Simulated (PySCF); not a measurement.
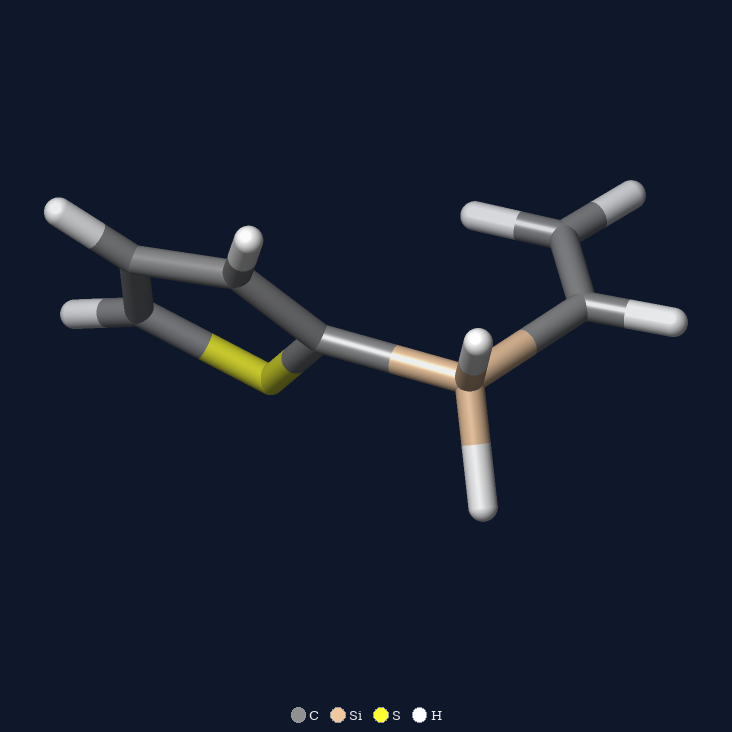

Stick drawing of a structure.

Computed geometry: GFN2-xTB optimisation. No frequency run is at hand to confirm it as a minimum.

> Count the atoms of each element.

C₆H₈SSi, 16 atoms: 6 carbon, 8 hydrogen, 1 sulfur and 1 silicon.

> Name some functional groups or characteristic bonds that it holds.

Among them: alkene, Si–H bond.

The parts below concern this one geometry. Atoms keep their numbers from picture to picture.

Geometry

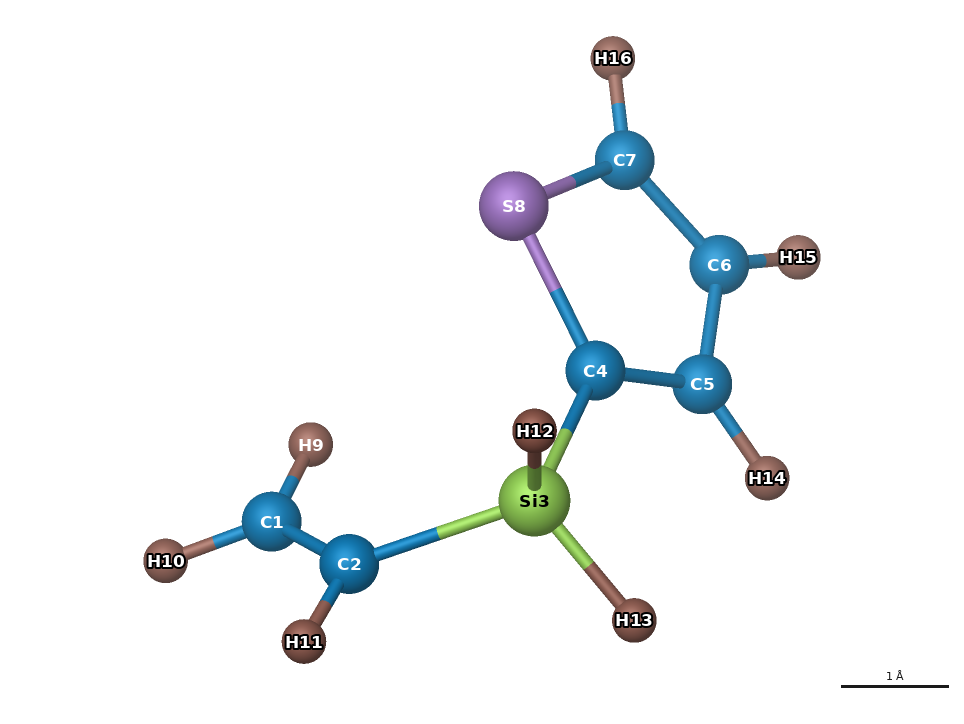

Atoms carry their numbers in the input. No frequency run is at hand to confirm it as a minimum.

Give the bond lengths.

```csv
bond,length (Å),order
C1–C2,1.324,double
C1–H9,1.078,single
C1–H10,1.080,single
C2–Si3,1.884,single
C2–H11,1.084,single
Si3–C4,1.875,single
Si3–H12,1.469,single
Si3–H13,1.468,single
C4–C5,1.364,aromatic
C4–S8,1.736,aromatic
C5–C6,1.411,aromatic
C5–H14,1.076,single
C6–C7,1.358,aromatic
C6–H15,1.076,single
C7–S8,1.718,aromatic
C7–H16,1.072,single
```

NMR shielding

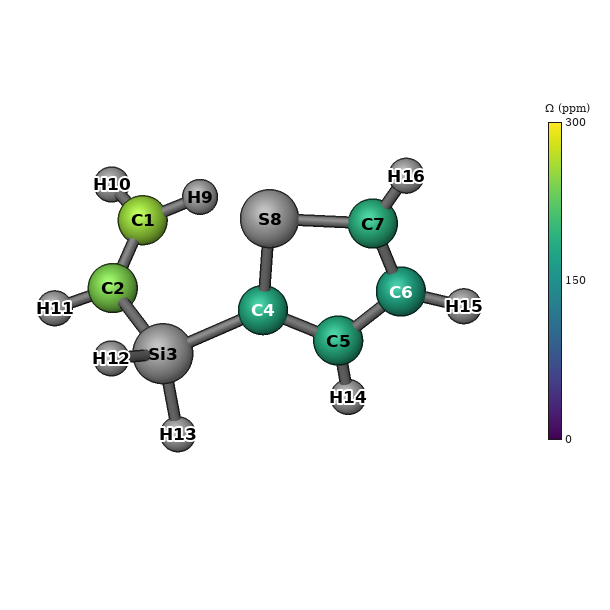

The C atoms are coloured by the span of their shielding tensor. No frequency run is at hand to confirm it as a minimum. Properties computed with GIAO PBE0/pcSseg-1 NMR shielding, non-relativistic, gas phase (PySCF 2.14.0). Principal shieldings σ11 ≤ σ22 ≤ σ33, span Ω = σ33 − σ11, skew κ = 3(σiso − σ22)/Ω.

Give the shielding tensors of the C atoms.

```csv
atom,σ11,σ22,σ33,σiso,Ω,κ
C1,−83.6,37.9,170.7,41.7,254.4,0.04
C2,−65.9,32.7,176.1,47.6,242.0,0.19
C4,−30.7,22.5,154.3,48.7,185.0,0.42
C5,−44.4,36.1,142.3,44.7,186.7,0.14
C6,−27.1,41.1,151.0,55.0,178.1,0.23
C7,−49.0,37.5,143.1,43.9,192.2,0.10
```

Shieldings and span in ppm.

Electronic properties

No frequency run is at hand to confirm it as a minimum. Method: PBE0/def2-SVPD, gas phase (PySCF 2.14.0). Excitations: vertical, linear response.

> Give the lowest vertical singlet excitation at this level.

5.53 eV.

> Estimate the HOMO–LUMO gap.

6.22 eV.

> What is the mean static polarisability?

111.4 bohr³.

> Give the HOMO energy (Kohn–Sham orbital) at this level.

−7.00 eV.

Charges

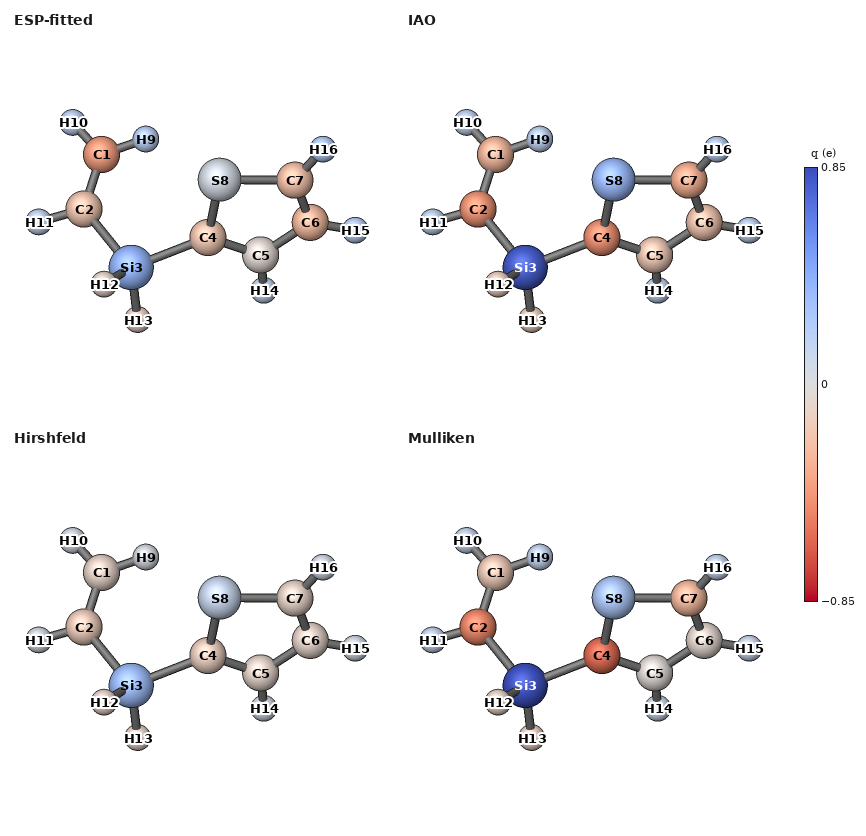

Atomic charges of one calculation by 4 schemes, on one colour scale. No frequency run is at hand to confirm it as a minimum. Method: PBE0/pcSseg-1 (PySCF 2.14.0).

> Which scheme gives the most polar picture (largest mean size of the charges)?

The IAO charges are the largest in size here, and the Hirshfeld charges the smallest.

> On which atom do the schemes disagree most?

On Si3 (from 0.32 to 0.81 e).

List the charges (e), one line for each set of equivalent atoms.

```
atom  ESP-fitted    IAO  Hirshfeld  Mulliken
  C1       −0.39  −0.27      −0.09     −0.15
  C2       −0.18  −0.43      −0.14     −0.49
 Si3        0.37   0.76       0.32      0.81
  C4       −0.18  −0.44      −0.12     −0.59
  C5       −0.05  −0.17      −0.07     −0.03
  C6       −0.26  −0.19      −0.07     −0.06
  C7       −0.21  −0.31      −0.08     −0.26
  S8        0.05   0.34       0.12      0.26
  H9        0.18   0.15       0.03      0.13
 H10        0.17   0.15       0.05      0.12
 H11        0.13   0.15       0.04      0.13
 H12       −0.08  −0.12      −0.08     −0.08
 H13       −0.09  −0.12      −0.07     −0.10
 H14        0.14   0.16       0.05      0.09
 H15        0.19   0.16       0.06      0.10
 H16        0.21   0.17       0.06      0.13
```

Quadrupole coupling

No frequency run is at hand to confirm it as a minimum. Electric field gradients from the ground-state density, PBE0/pcSseg-1 (PySCF 2.14.0), non-relativistic apart from any core potentials.

Give the largest field-gradient component, the quadrupole coupling constant and the asymmetry for 33S at S8 (Q = −67.81 mb).

```
atom  V_zz (a.u.)  e²qQ/h (MHz)     η
  S8        1.829         −29.1  0.50
```

Mulliken values depend strongly on the basis set and can even reverse the polarity of a bond. The geometry is semi-empirical. Around Si such bond lengths and angles can be off by a tenth of an ångström or more and by several degrees, and values that hang on the shape move with them.
